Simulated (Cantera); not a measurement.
Charge: 1 mol CH3SiCl3, 65 mol H2, at 0.00150 bar.

These are equilibrium values from Cantera (NASA tables, ideal gas, pure condensed phases), not measurements of a reactor. Candidate condensed phases: C, C6H6, C7H8, C8H18, Si, SiC; 109 gas species. The feed counts by its element totals alone. The tables' values for SiCl are old estimates; treat these amounts as uncertain. Gases not in the tables: Si2H6 and higher silanes. Rates play no part.

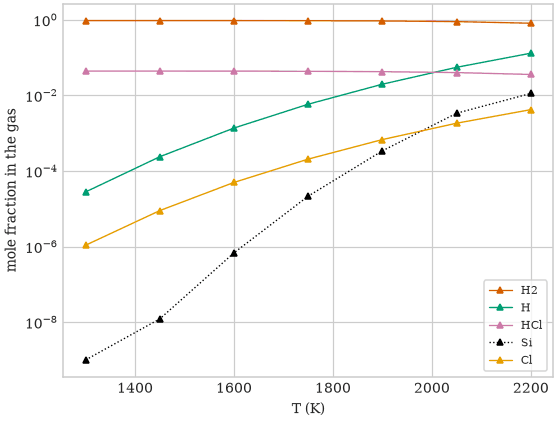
Figure: Equilibrium gas composition (values under 1e-9 drawn at 1e-9)

From 1300 K to 1600 K the condensed part is C(graphite) + SiC(s). From 1750 K to 1900 K the condensed part is SiC(s). At 2050 K the condensed part is C(graphite) + SiC(s). At 2200 K the condensed part is C(graphite). The main Si-bearing gas is SiCl2 at 1300 K and Si at 2200 K. The share of Si in condensed phases is highest at 1300 K (99.9 %) and lowest at 2200 K (0.0 %).
